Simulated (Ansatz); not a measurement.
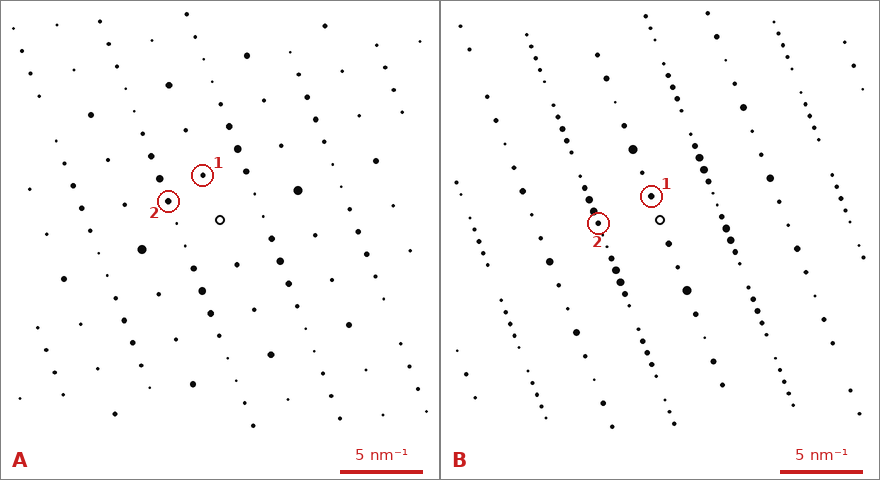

Kinematic electron diffraction patterns (120 kV, B = 0.5 Å², same scale) along [011] of the run's own cell, for the start and the end of one relaxation of Ga2W with Ansatz, DFT PBE, scalar-relativistic, plane waves, PAW. k mesh 14×14×14. The start is a generated model structure, and the relaxation ends in the nearest stationary point of its symmetry, not necessarily the ground state. Spot 1 is -2 -2 2 and spot 2 is -1 -2 2 in both.

Start structure:

```
CELL_PARAMETERS angstrom
-1.95270 1.95270 6.78949
1.95270 -1.95270 6.78949
1.95270 1.95270 -6.78949
ATOMIC_POSITIONS crystal
Ga 0.41650 0.41650 0.00000
Ga 0.16650 0.66650 0.50000
Ga 0.33350 0.83350 0.50000
Ga 0.58350 0.58350 0.00000
W 0.00000 0.00000 0.00000
W 0.75000 0.25000 0.50000
```

Question: Which pattern belongs to the start structure, and which to the relaxed one?

Answer: A is the start: its cell gives d(1) = 3.395 Å, d(2) = 2.957 Å and an angle of 49.2°. B is the relaxed structure, with d(1) = 6.467 Å (+90.5 %), d(2) = 2.631 Å (-11.0 %) and 72.2°.

Question: Name reflections whose intensity changes strongly on relaxation.

Answer: 8 8 -8 goes from 0.69 to 13 % of the strongest spot; 9 10 -10 goes from 2.8 to 16 % of the strongest spot; 6 6 -6 goes from 30 to 100 % of the strongest spot.

Question: What did the relaxation do to the structure and the energy?

Answer: The volume changed by -4.6 % to 16.46 Å³ an atom; with the mean shift removed, the atoms moved by up to 0.12 Å relative to the cell (Ga most); the space group stayed I4_1/amd (No. 141); the free energy fell by 880 meV an atom. Relaxed cell: a = 13.080 Å, b = 13.080 Å, c = 13.080 Å, α = 167.87°, β = 167.87°, γ = 17.18°.
